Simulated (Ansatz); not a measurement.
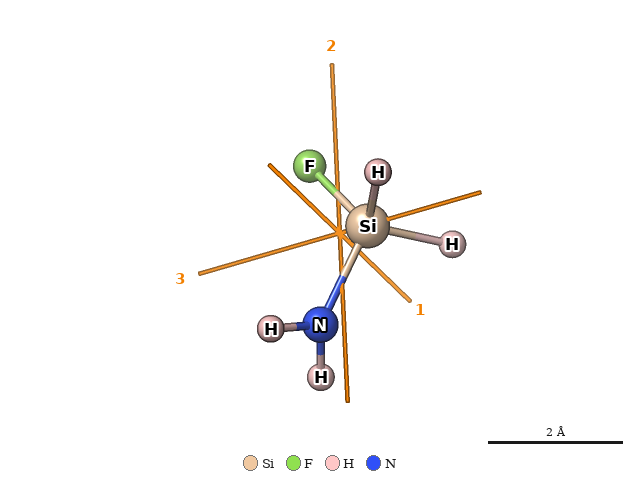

The three principal axes of inertia are drawn and numbered. Distant atoms are faded towards the background colour. Computed geometry: PBE0-D4/def2-TZVP optimisation. Masses are those of the most abundant isotopes; constants are for the rigid equilibrium geometry.

**Which line is the a axis (least moment of inertia), which b and which c?**

a is line 2, b is line 3, c is line 1; the moments are 21.2, 74.0, 86.3 u Å².

**Classify the rotor and give the rotational constants (GHz).**

An asymmetric top (Cs): A = 23.8, B = 6.83, C = 5.86 GHz. Ray's parameter κ is −0.89, close to the prolate limit.
